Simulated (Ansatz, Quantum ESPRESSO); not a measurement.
# The work function of Ir(100), 5 layers, one monolayer of P on bridge sites, level by level, part 4 of 6

Wanted: work functions and the surface dipole of Ir(100), 5 layers, one monolayer of P on bridge sites at several levels, with their cost.

Quantum ESPRESSO 7.5; plane-wave DFT, PBE, GBRV ultrasoft pseudopotentials; geometry and cross-check by Ansatz 0.2.0 with PAW datasets.

So far. Step 8 (SCF with pw.x: open boundaries by the effective …): The upper level is 4.993 eV against 4.991 eV from the periodic run.

## (9) SCF with pw.x: LDA, GBRV ultrasoft

Next, another level on the same atoms.

Level of this step: plane-wave DFT, LDA, GBRV ultrasoft pseudopotentials (Quantum ESPRESSO 7.5).

Input file gbrv-lda.in:

```
&control
  prefix = 'gbrv-lda'
  outdir = './out'
  pseudo_dir = './pseudo'
  calculation = 'scf'
  tprnfor = .true.
/
&system
  ibrav = 0
  nat = 6
  ntyp = 2
  ecutwfc = 40
  ecutrho = 200
  occupations = 'smearing'
  smearing = 'mv'
  degauss = 0.02
  assume_isolated = 'esm'
  esm_bc = 'bc1'
/
&electrons
  conv_thr = 1e-07
  mixing_beta = 0.4
  electron_maxstep = 120
  mixing_mode = 'local-TF'
/
ATOMIC_SPECIES
  Ir  192.2170  ir_lda_v1.2.uspp.F.UPF
  P   30.9738  p_lda_v1.5.uspp.F.UPF
CELL_PARAMETERS angstrom
  2.71529003980000 0.00000000000000 0.00000000000000
  0.00000000000000 2.71529003980000 0.00000000000000
  0.00000000000000 0.00000000000000 26.68000000000000
ATOMIC_POSITIONS crystal
  Ir  0.000000000000 0.000000000000 -0.181530649793
  Ir  0.500000000000 0.500000000000 -0.109566631793
  Ir  0.000000000000 0.000000000000 -0.037602613793
  Ir  0.500000000000 0.500000000000 0.035391403978
  Ir  0.000000000000 0.000000000000 0.110415675896
  P   0.500000000000 0.000000000000 0.181530649793
K_POINTS automatic
  10 10 1 0 0 0
```

Started as:

```console
> OMP_NUM_THREADS=1 mpirun -n 4 pw.x -nk 4 -in gbrv-lda.in > gbrv-lda.out
```

Output:

```text
[banner, memory and clock lines left out]
Program PWSCF v.7.5 starts
[citation notice left out]

[...]
Message from routine setup:
[...]
bravais-lattice index     =            0
     lattice parameter (alat)  =       5.1312  a.u.
     unit-cell volume          =    1327.4399 (a.u.)^3
     number of atoms/cell      =            6
     number of atomic types    =            2
     number of electrons       =        80.00
     number of Kohn-Sham states=           48
     kinetic-energy cutoff     =      40.0000  Ry
     charge density cutoff     =     200.0000  Ry
     scf convergence threshold =      1.0E-07
     mixing beta               =       0.4000
     number of iterations used =            8  local-TF  mixing
     Exchange-correlation=  SLA  PZ   NOGX NOGC
                           (   1   1   0   0   0   0   0)

     Effective Screening Medium Method
     Boundary Conditions: Vacuum-Slab-Vacuum
     total charge in unit cell        =   0.0000
     grid points for fit at edges     =        4

[...]
PseudoPot. # 1 for Ir read from file:
     ./pseudo/ir_lda_v1.2.uspp.F.UPF
     Pseudo is Ultrasoft + core correction, Zval = 15.0
     Generated by new atomic code, or converted to UPF format
     Using radial grid of  983 points,  7 beta functions with:
                l(1) =   0
                l(2) =   0
                l(3) =   1
                l(4) =   1
                l(5) =   1
                l(6) =   2
                l(7) =   2
     Q(r) pseudized with  8 coefficients,  rinner =    1.400   1.400   1.400
                                                       1.400   1.400

     PseudoPot. # 2 for P  read from file:
     ./pseudo/p_lda_v1.5.uspp.F.UPF
     Pseudo is Ultrasoft + core correction, Zval =  5.0
     Generated by new atomic code, or converted to UPF format
     Using radial grid of  903 points,  6 beta functions with:
                l(1) =   0
                l(2) =   0
                l(3) =   1
                l(4) =   1
                l(5) =   2
                l(6) =   2
     Q(r) pseudized with  8 coefficients,  rinner =    1.300   1.300   1.300
                                                       1.300   1.300

     atomic species   valence    mass     pseudopotential
     Ir               15.00   192.21700     Ir( 1.00)
     P                 5.00    30.97380     P ( 1.00)

      4 Sym. Ops. (no inversion) found

[...]
number of k points=    36  Marzari-Vanderbilt smearing, width (Ry)=  0.0200
[...]
Dense  grid:    63583 G-vectors     FFT dimensions: (  24,  24, 240)

     Smooth grid:    45511 G-vectors     FFT dimensions: (  24,  24, 216)

     Initial potential from superposition of free atoms

     starting charge      77.4997, renormalised to      80.0000

     negative rho (up, down):  1.803E+00 0.000E+00
     Starting wfcs are   64 randomized atomic wfcs

     per-process dynamical memory:    87.1 Mb

     Self-consistent Calculation

     iteration #  1     ecut=    40.00 Ry     beta= 0.40
     Davidson diagonalization with overlap
     c_bands:  4 eigenvalues not converged
     c_bands:  1 eigenvalues not converged
     c_bands:  2 eigenvalues not converged
     c_bands:  4 eigenvalues not converged
     c_bands:  3 eigenvalues not converged
     c_bands:  1 eigenvalues not converged
     ethr =  1.00E-02,  avg # of iterations = 10.9

     negative rho (up, down):  1.715E+00 0.000E+00

     total energy              =    -917.20006475 Ry
     estimated scf accuracy    <     424.06824358 Ry

     iteration #  2     ecut=    40.00 Ry     beta= 0.40
[...]
negative rho (up, down):  1.604E+00 0.000E+00

[...]
total energy              =    -923.41567484 Ry
     estimated scf accuracy    <      17.38561942 Ry

     iteration #  3     ecut=    40.00 Ry     beta= 0.40
[...]
negative rho (up, down):  1.455E+00 0.000E+00

[...]
total energy              =    -922.14330647 Ry
     estimated scf accuracy    <      15.01180995 Ry

     iteration #  4     ecut=    40.00 Ry     beta= 0.40
[...]
c_bands:  1 eigenvalues not converged
[...]
negative rho (up, down):  1.479E+00 0.000E+00

[...]
total energy              =    -924.82224753 Ry
     estimated scf accuracy    <       8.98988967 Ry

     iteration #  5     ecut=    40.00 Ry     beta= 0.40
[...]
negative rho (up, down):  1.537E+00 0.000E+00

[...]
total energy              =    -924.60268201 Ry
     estimated scf accuracy    <       3.46866879 Ry

     iteration #  6     ecut=    40.00 Ry     beta= 0.40
[...]
negative rho (up, down):  1.515E+00 0.000E+00

[...]
total energy              =    -924.36389029 Ry
     estimated scf accuracy    <       2.75530129 Ry

[...]
iteration # 36     ecut=    40.00 Ry     beta= 0.40
[...]
negative rho (up, down):  1.536E+00 0.000E+00

[...]
total energy              =    -924.82767195 Ry
     estimated scf accuracy    <       0.00000103 Ry

     iteration # 37     ecut=    40.00 Ry     beta= 0.40
[...]
negative rho (up, down):  1.536E+00 0.000E+00

[...]
total energy              =    -924.82768293 Ry
     estimated scf accuracy    <       0.00000384 Ry

     iteration # 38     ecut=    40.00 Ry     beta= 0.40
[...]
negative rho (up, down):  1.536E+00 0.000E+00

[...]
total energy              =    -924.82766591 Ry
     estimated scf accuracy    <       0.00000015 Ry

     iteration # 39     ecut=    40.00 Ry     beta= 0.40
[...]
negative rho (up, down):  1.536E+00 0.000E+00

[...]
End of self-consistent calculation

          k = 0.0000 0.0000 0.0000 (  5709 PWs)   bands (ev):

   -55.4779 -55.2293 -55.0902 -55.0899 -55.0599 -54.9521 -54.9502 -54.8496
   -54.8383 -54.8128 -54.7462 -54.5038 -54.3152 -54.2545 -54.2540 -18.9090
   -15.9253 -14.4786 -13.2405 -12.9396 -12.5078 -12.4312 -11.8158 -11.0781
   -10.2244  -9.5637  -9.1533  -9.0578  -9.0022  -8.4086  -8.1113  -8.0366
    -7.7938  -7.2921  -6.9955  -6.9881  -6.4494  -6.4413  -5.9110  -5.8220
    -5.6541  -5.3926  -4.8870  -4.5583  -4.5180  -4.4808  -4.2871  -1.1508

          k = 0.0000 0.1000 0.0000 (  5669 PWs)   bands (ev):

   -55.4660 -55.2473 -55.1196 -55.0820 -55.0661 -54.9859 -54.9498 -54.8605
   -54.8458 -54.8240 -54.7461 -54.5415 -54.3125 -54.2915 -54.2519 -18.7402
   -15.6486 -14.2481 -13.0299 -12.7715 -12.2945 -12.2283 -11.5925 -10.8920
   -10.1197  -9.4509  -9.1841  -9.1053  -8.9775  -8.6063  -8.4218  -8.2954
    -7.6537  -7.4916  -7.2528  -6.9391  -6.5469  -6.5180  -6.3377  -5.8988
    -5.8727  -5.3148  -5.1636  -4.7778  -4.6239  -4.3657  -2.6963  -2.4629

[...]
the Fermi energy is    -5.5690 ev

!    total energy              =    -924.82767448 Ry
     estimated scf accuracy    <       0.00000005 Ry
     smearing contrib. (-TS)   =       0.00070525 Ry
     internal energy E=F+TS    =    -924.82837973 Ry

     The total energy is F=E-TS. E is the sum of the following terms:
     one-electron contribution =   20185.27105209 Ry
     hartree contribution      =  -10104.40535287 Ry
     xc contribution           =    -257.01947298 Ry
     ewald contribution        =  -10748.67460597 Ry

     convergence has been achieved in  39 iterations

     negative rho (up, down):  1.536E+00 0.000E+00

     Forces acting on atoms (cartesian axes, Ry/au):

     atom    1 type  1   force =     0.00000000    0.00000000    0.05253440
     atom    2 type  1   force =     0.00000000    0.00000000   -0.03540409
     atom    3 type  1   force =     0.00000000    0.00000000    0.01269380
     atom    4 type  1   force =     0.00000000    0.00000000   -0.00025127
     atom    5 type  1   force =     0.00000000    0.00000000   -0.00809976
     atom    6 type  2   force =     0.00000000    0.00000000   -0.02136821

     Total force =     0.068533     Total SCF correction =     0.002215

[...]
```

Elapsed: 4.1 min, on 4 MPI ranks of Arm Neoverse V1, shared host; peak memory 0.65 GiB; 17 min of CPU time.

Numbers from this step:

| Quantity | Value |
| --- | --- |
| free energy | -12582.9215 eV |
| Fermi energy | -5.569 eV |
| vacuum line at the lower end of the cell, over the Fermi level | 5.927 eV |
| vacuum line at the upper end of the cell, over the Fermi level | 5.211 eV |

The potential energy, planar mean oscillates, so the rows of the table below give means over windows of 1.95 Å about each position, cut where the curve ends. Its maxima inside the range that stand out by 2 % of the span (Å: eV): -3.9: -3.51, -2.0: -3.97, 0.0: -3.53, 2.0: -3.03, 3.9: -2.57. Its minima: -4.9: -21.9, -2.9: -22.6, -1.0: -22.7, 0.9: -22.4, 2.9: -22.3, 4.9: -17.7.

Electrostatic potential energy of an electron; zero at the Fermi level. Table of potential energy, planar mean by z; means over each step:

| z (Å) | potential energy, planar mean (eV) |
| --- | --- |
| -12.37 | 5.93 |
| -10.42 | 5.93 |
| -8.47 | 5.92 |
| -6.52 | 3.86 |
| -4.57 | -13.0 |
| -2.62 | -13.7 |
| -0.67 | -13.6 |
| 1.28 | -13.2 |
| 3.23 | -12.9 |
| 5.18 | -7.54 |
| 7.13 | 5.00 |
| 9.08 | 5.21 |
| 11.03 | 5.21 |
| 12.98 | 5.21 |

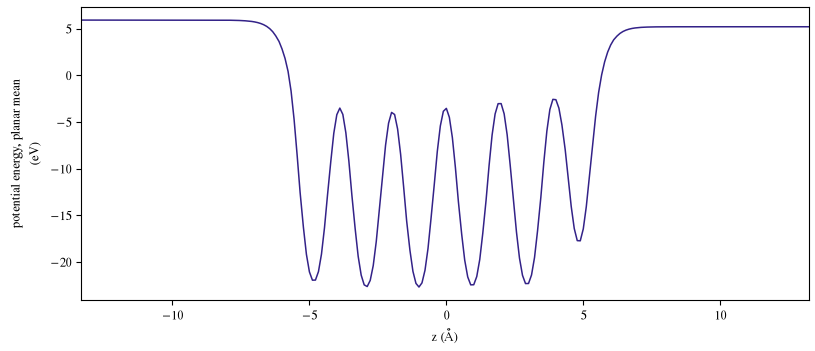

Potential energy, planar mean against z.

The upper face goes from 4.993 eV (PBE, GBRV) to 5.211 eV, a change of +0.218 eV.

## (10) Self-consistent run: rev-vdW-DF2, GBRV ultrasoft

Level of this step: plane-wave DFT, rev-vdW-DF2, GBRV ultrasoft pseudopotentials made under PBE (Quantum ESPRESSO 7.5). input_dft overrides the functional of the files.

gbrv-vdw-df2-b86r.in is the input of step 9 with these lines changed:

```diff
@@ -1,3 +1,3 @@
 &control
-  prefix = 'gbrv-lda'
+  prefix = 'gbrv-vdw-df2-b86r'
   outdir = './out'
@@ -13,2 +13,3 @@
   ecutrho = 200
+  input_dft = 'vdw-df2-b86r'
   occupations = 'smearing'
@@ -26,4 +27,4 @@
 ATOMIC_SPECIES
-  Ir  192.2170  ir_lda_v1.2.uspp.F.UPF
-  P   30.9738  p_lda_v1.5.uspp.F.UPF
+  Ir  192.2170  ir_pbe_v1.2.uspp.F.UPF
+  P   30.9738  p_pbe_v1.5.uspp.F.UPF
 CELL_PARAMETERS angstrom
```

Started as:

```console
> OMP_NUM_THREADS=1 mpirun -n 4 pw.x -nk 4 -in gbrv-vdw-df2-b86r.in > gbrv-vdw-df2-b86r.out
```

Output:

```text
[banner, memory and clock lines left out]
Program PWSCF v.7.5 starts
[citation notice left out]

[...]
Message from routine setup:
[...]
bravais-lattice index     =            0
     lattice parameter (alat)  =       5.1312  a.u.
     unit-cell volume          =    1327.4399 (a.u.)^3
     number of atoms/cell      =            6
     number of atomic types    =            2
     number of electrons       =        80.00
     number of Kohn-Sham states=           48
     kinetic-energy cutoff     =      40.0000  Ry
     charge density cutoff     =     200.0000  Ry
     scf convergence threshold =      1.0E-07
     mixing beta               =       0.4000
     number of iterations used =            8  local-TF  mixing
     Exchange-correlation= VDW-DF2-B86R
                           (   1   4  26   0   2   0   0)

     Effective Screening Medium Method
     Boundary Conditions: Vacuum-Slab-Vacuum
     total charge in unit cell        =   0.0000
     grid points for fit at edges     =        4

[...]
PseudoPot. # 1 for Ir read from file:
     ./pseudo/ir_pbe_v1.2.uspp.F.UPF
     Pseudo is Ultrasoft + core correction, Zval = 15.0
     Generated by new atomic code, or converted to UPF format
     Using radial grid of  983 points,  7 beta functions with:
                l(1) =   0
                l(2) =   0
                l(3) =   1
                l(4) =   1
                l(5) =   1
                l(6) =   2
                l(7) =   2
     Q(r) pseudized with  8 coefficients,  rinner =    1.400   1.400   1.400
                                                       1.400   1.400

     PseudoPot. # 2 for P  read from file:
     ./pseudo/p_pbe_v1.5.uspp.F.UPF
     Pseudo is Ultrasoft + core correction, Zval =  5.0
     Generated by new atomic code, or converted to UPF format
     Using radial grid of  903 points,  6 beta functions with:
                l(1) =   0
                l(2) =   0
                l(3) =   1
                l(4) =   1
                l(5) =   2
                l(6) =   2
     Q(r) pseudized with  8 coefficients,  rinner =    1.300   1.300   1.300
                                                       1.300   1.300

     atomic species   valence    mass     pseudopotential
     Ir               15.00   192.21700     Ir( 1.00)
     P                 5.00    30.97380     P ( 1.00)

      4 Sym. Ops. (no inversion) found

[...]
number of k points=    36  Marzari-Vanderbilt smearing, width (Ry)=  0.0200
[...]
Dense  grid:    63583 G-vectors     FFT dimensions: (  24,  24, 240)

     Smooth grid:    45511 G-vectors     FFT dimensions: (  24,  24, 216)

     Initial potential from superposition of free atoms

     starting charge      77.4997, renormalised to      80.0000

     negative rho (up, down):  1.843E+00 0.000E+00

     %%%%%%%%%%%%%%%%%%%%%%%%%%%%%%%%%%%%%%%%%%%%%%%%%%%%%%%%%%%%%%%%%%%%%%%%
     %                                                                      %
     % You are using vdW-DF, which was implemented by the Thonhauser group. %
     % possible and the two reviews that describe the various versions:     %
     %                                                                      %
     %                                                                      %
     % If you are calculating stress with vdW-DF, please also cite:         %
     %                                                                      %
     %                                                                      %
     %%%%%%%%%%%%%%%%%%%%%%%%%%%%%%%%%%%%%%%%%%%%%%%%%%%%%%%%%%%%%%%%%%%%%%%%

     %%%%%%%%%%%%%%%%%%%%%%%%%%%%%%%%%%%%%%%%%%%%%%%%%%%%%%%%%%%%%%%%%%%%%%%%
     %                                                                      %
     %  vdW-DF NEWS:                                                        %
     %                                                                      %
     %  * vdW-DF3 is now available. DOI: 10.1021/acs.jctc.0c00471           %
     %    use with input_dft = 'vdW-DF3-opt1' or 'vdW-DF3-opt2'             %
     %                                                                      %
     %  * Unscreened and range-separated hybrid vdW-DF-cx functionals       %
     %    DOI: 10.1063/1.4986522 and 10.1088/1361-648X/ac2ad2               %
     %    use with input_dft = 'vdW-DF-cx0'    and 'vdW-DF-ahcx'            %
     %  * Unscreened and range-separated hybrid vdW-DF2-b86r functionals    %
     %    DOI: 10.1063/1.4986522 and DOI: 10.1103/PhysRevX.12.041003        %
     %    use with input_dft = 'vdW-DF2-br0' and 'vdW-DF2-ahbr'             %
     %                                                                      %
     %%%%%%%%%%%%%%%%%%%%%%%%%%%%%%%%%%%%%%%%%%%%%%%%%%%%%%%%%%%%%%%%%%%%%%%%

     Starting wfcs are   64 randomized atomic wfcs

     per-process dynamical memory:    87.1 Mb

     Self-consistent Calculation

     iteration #  1     ecut=    40.00 Ry     beta= 0.40
     Davidson diagonalization with overlap
     c_bands:  3 eigenvalues not converged
     c_bands:  2 eigenvalues not converged
     c_bands:  1 eigenvalues not converged
     c_bands:  2 eigenvalues not converged
     ethr =  1.00E-02,  avg # of iterations = 11.1

     negative rho (up, down):  1.767E+00 0.000E+00

     total energy              =    -916.06760901 Ry
     estimated scf accuracy    <     428.77299157 Ry

     iteration #  2     ecut=    40.00 Ry     beta= 0.40
[...]
negative rho (up, down):  1.661E+00 0.000E+00

[...]
total energy              =    -922.86829506 Ry
     estimated scf accuracy    <      16.71111092 Ry

     iteration #  3     ecut=    40.00 Ry     beta= 0.40
[...]
negative rho (up, down):  1.534E+00 0.000E+00

[...]
total energy              =    -921.93357888 Ry
     estimated scf accuracy    <      14.28915185 Ry

     iteration #  4     ecut=    40.00 Ry     beta= 0.40
[...]
negative rho (up, down):  1.527E+00 0.000E+00

[...]
total energy              =    -923.68256336 Ry
     estimated scf accuracy    <       1.61452387 Ry

     iteration #  5     ecut=    40.00 Ry     beta= 0.40
[...]
c_bands:  4 eigenvalues not converged
     c_bands:  4 eigenvalues not converged
     c_bands:  3 eigenvalues not converged
     c_bands:  3 eigenvalues not converged
     c_bands:  2 eigenvalues not converged
     c_bands:  3 eigenvalues not converged
[...]
negative rho (up, down):  1.564E+00 0.000E+00

[...]
total energy              =    -925.07555070 Ry
     estimated scf accuracy    <      49.03841496 Ry

     iteration #  6     ecut=    40.00 Ry     beta= 0.40
[...]
negative rho (up, down):  1.518E+00 0.000E+00

[...]
total energy              =    -926.84548577 Ry
     estimated scf accuracy    <      32.54295663 Ry

[...]
iteration # 40     ecut=    40.00 Ry     beta= 0.40
[...]
negative rho (up, down):  1.580E+00 0.000E+00

[...]
total energy              =    -924.26813488 Ry
     estimated scf accuracy    <       0.00000023 Ry

     iteration # 41     ecut=    40.00 Ry     beta= 0.40
[...]
negative rho (up, down):  1.580E+00 0.000E+00

[...]
total energy              =    -924.26817549 Ry
     estimated scf accuracy    <       0.00000029 Ry

     iteration # 42     ecut=    40.00 Ry     beta= 0.40
[...]
negative rho (up, down):  1.580E+00 0.000E+00

[...]
total energy              =    -924.26815451 Ry
     estimated scf accuracy    <       0.00000044 Ry

     iteration # 43     ecut=    40.00 Ry     beta= 0.40
[...]
negative rho (up, down):  1.580E+00 0.000E+00

[...]
End of self-consistent calculation

          k = 0.0000 0.0000 0.0000 (  5709 PWs)   bands (ev):

   -55.2849 -55.0375 -54.8948 -54.8946 -54.8697 -54.7559 -54.7534 -54.6553
   -54.6440 -54.6134 -54.5522 -54.3149 -54.1162 -54.0582 -54.0568 -18.8405
   -15.7054 -14.2707 -13.0851 -12.7999 -12.3921 -12.2746 -11.7044 -10.9715
   -10.1238  -9.4697  -9.0723  -8.9666  -8.9087  -8.3236  -8.0266  -7.9182
    -7.7152  -7.2074  -6.9254  -6.9167  -6.3902  -6.2860  -5.8546  -5.7414
    -5.5765  -5.3425  -4.8369  -4.5041  -4.4430  -4.4058  -4.1458  -1.5877

          k = 0.0000 0.1000 0.0000 (  5669 PWs)   bands (ev):

   -55.2730 -55.0546 -54.9274 -54.8868 -54.8723 -54.7910 -54.7536 -54.6632
   -54.6514 -54.6278 -54.5523 -54.3527 -54.1135 -54.0944 -54.0556 -18.6725
   -15.4285 -14.0409 -12.8738 -12.6357 -12.1794 -12.0723 -11.4784 -10.7813
   -10.0163  -9.3554  -9.1011  -9.0118  -8.8864  -8.5002  -8.3372  -8.2157
    -7.5530  -7.4095  -7.1455  -6.8756  -6.4841  -6.4210  -6.2661  -5.8154
    -5.7958  -5.2536  -5.1052  -4.7199  -4.5221  -4.2976  -2.6012  -2.3946

[...]
the Fermi energy is    -5.4916 ev

!    total energy              =    -924.26815611 Ry
     estimated scf accuracy    <       0.00000006 Ry
     smearing contrib. (-TS)   =       0.00061264 Ry
     internal energy E=F+TS    =    -924.26876875 Ry

     The total energy is F=E-TS. E is the sum of the following terms:
     one-electron contribution =   20186.99143960 Ry
     hartree contribution      =  -10104.82268960 Ry
     xc contribution           =    -257.76291277 Ry
     ewald contribution        =  -10748.67460597 Ry

     convergence has been achieved in  43 iterations

     negative rho (up, down):  1.580E+00 0.000E+00

     Forces acting on atoms (cartesian axes, Ry/au):

     atom    1 type  1   force =     0.00000000    0.00000000    0.02716112
     atom    2 type  1   force =     0.00000000    0.00000000   -0.03326847
     atom    3 type  1   force =     0.00000000    0.00000000    0.01269596
     atom    4 type  1   force =     0.00000000    0.00000000    0.00016043
     atom    5 type  1   force =     0.00000000    0.00000000   -0.00662542
     atom    6 type  2   force =     0.00000000    0.00000000   -0.00029090

     Total force =     0.045274     Total SCF correction =     0.003165

[...]
```

Elapsed: 5 min, on 4 MPI ranks; peak memory 0.89 GiB.

Numbers from this step:

- free energy: -12575.3089 eV
- Fermi energy: -5.492 eV

(Continued in part 5 of 6.)

[Logs are printed without paths, hosts, clocks, repeated set-up lines and the standing remarks that a program may print on its own settings, such as how far it seeks lower states.]

[Hosts, paths, dates, database ids (printed as entryN), source tags and the programs' standing remarks are cut or masked in the printed files.]

[Maps of the electrostatic potential energy from Ansatz leave out the sawtooth potential of an applied field or a dipole correction, so their vacuum need not be flat; planar profiles and work functions include it.]
